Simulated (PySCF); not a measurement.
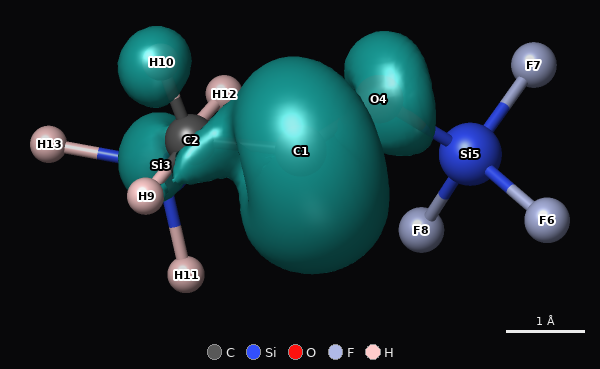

Figure. C2H5F3OSi2 (SMILES F[Si](F)(F)O[C]C[SiH3]) (triplet). Isosurface of the spin density (α minus β) at +0.03 e/Å³ (teal), seen from one side.

Geometry: PBE0-D3(BJ)/def2-SVP.

These are results of UKS B3LYP, IGLO-III on C F O Si, pcH-1 on H, non-relativistic, mean-field spin-orbit, GIAO in PySCF 2.14.0, density-fitted response routines, not measurements.

```tsv
atom	x (Å)	y (Å)	z (Å)
C	-0.5350	-0.6917	-1.0853
C	-0.8887	0.7273	-1.2191
Si	-0.0325	1.8661	0.0544
O	-0.6679	-1.4179	0.0419
Si	0.5862	-2.0534	0.8821
F	1.2743	-3.2529	0.0971
F	0.0178	-2.5964	2.2608
F	1.6992	-0.9467	1.1582
H	-0.5973	1.0715	-2.2247
H	-1.9862	0.8802	-1.1437
H	1.4438	1.8393	-0.1547
H	-0.3481	1.4002	1.4371
H	-0.5427	3.2604	-0.1162
```

Describe the spin distribution.

Answer. The unpaired spin (2 electrons) lies mostly on C1 (about 1.4), O4 (about 0.2), C2 (about 0.2) and Si3 (about 0.1), in electrons by Hirshfeld's partition.
